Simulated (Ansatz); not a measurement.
MgC18 (slab)

Input

```
crystal:
  lattice:
    - [7.398, 0.0, 0.0]
    - [-3.699, 6.406856, 0.0]
    - [0.0, 0.0, 11.0]
  atoms:
    - { symbol: C, position: [0.0, 0.0, 0.0909091] }
    - { symbol: C, position: [0.2222222, 0.1111111, 0.0909091] }
    - { symbol: C, position: [0.0, 0.3333333, 0.0909091] }
    - { symbol: C, position: [0.2222222, 0.4444444, 0.0909091] }
    - { symbol: C, position: [0.0, 0.6666667, 0.0909091] }
    - { symbol: C, position: [0.2222222, 0.7777778, 0.0909091] }
    - { symbol: C, position: [0.3333333, 0.0, 0.0909091] }
    - { symbol: C, position: [0.5555556, 0.1111111, 0.0909091] }
    - { symbol: C, position: [0.3333333, 0.3333333, 0.0909091] }
    - { symbol: C, position: [0.5555556, 0.4444444, 0.0909091] }
    - { symbol: C, position: [0.3333333, 0.6666667, 0.0909091] }
    - { symbol: C, position: [0.5555556, 0.7777778, 0.0909091] }
    - { symbol: C, position: [0.6666667, 0.0, 0.0909091] }
    - { symbol: C, position: [0.8888889, 0.1111111, 0.0909091] }
    - { symbol: C, position: [0.6666667, 0.3333333, 0.0909091] }
    - { symbol: C, position: [0.8888889, 0.4444444, 0.0909091] }
    - { symbol: C, position: [0.6666667, 0.6666667, 0.0909091] }
    - { symbol: C, position: [0.8888889, 0.7777778, 0.0909091] }
    - { symbol: Mg, position: [0.5022254, 0.3660873, 0.2863636] }
basis:
  ecutwfc: 420.0
kpoints:
  mp_grid: { grid: [2, 2, 1] }
hamiltonian:
  xc: pbe
scf:
  occupations: { method: gaussian, width: 0.05 }
  lower_state_search: "off"
relax:
  f_tol: 0.03
  max_steps: 60
  adjacent_minimum: "off"
output:
  write_density: true
  write_potential: true
  elf: true
  volumetric_format: npy
```

Launched as:

```sh
ansatz run input.yaml --threads 1 --pin off --max-ram 3072MiB --backend cpu --events-out ev --progress --plain --runs-dir out
```

The fields are those of the relaxed geometry.

All numbers below come from Ansatz 0.2.0, DFT PBE, scalar-relativistic, plane waves, PAW.

In a PAW calculation such maps are meaningful between the atoms, not at the nuclei.

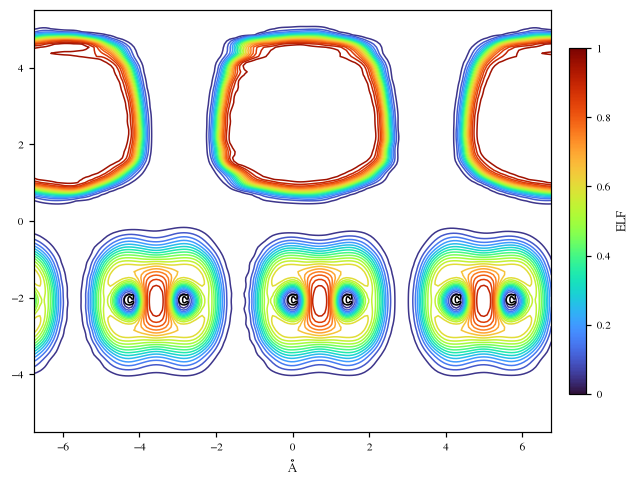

Figure 1. ELF on the (110) plane of the calculation cell, a cut from vacuum to vacuum.

### What does the map show?

- The section cuts through C sites.
- C–C (1.43 Å): the ELF peaks at about 0.95 between the atoms, as expected for localised, covalent bonding.

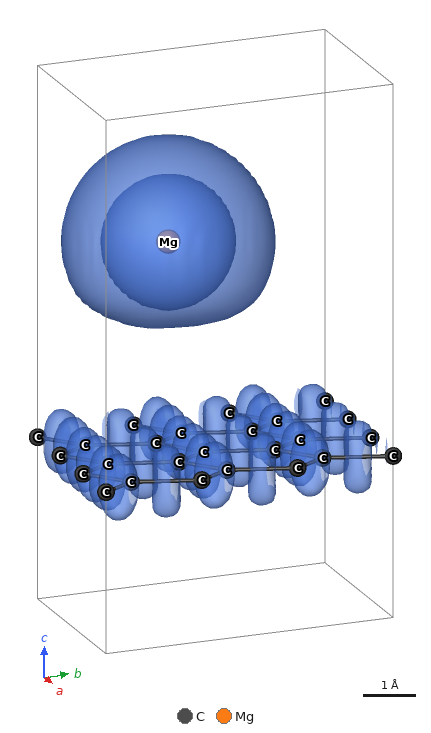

Figure 2. Isosurface of the electron localisation function at 0.8 (blue), seen slightly off an axis. Only the valence region is drawn (cores and ρ < 0.01 e/Å³ removed). Sticks mark near contacts.

### Identify the bonds, lone pairs and shells in this picture.

The ELF exceeds this value in 27 regions between bonded C–C atoms (shared pairs) and one region wrapped around Mg (its valence shell), counted in one cell of 19 atoms. Counts are for one cell; the picture repeats the cell along the surface.


C–C (1.41 Å): the ELF peaks at about 0.95 between the atoms; localised, covalent bonding. Mg–C (4.23 Å): the ELF peaks at about 0.90 in the valence shell of C, 2.7 Å from its nucleus, and drops to about 0 between the two atoms; no shared electron pair shows on this line.
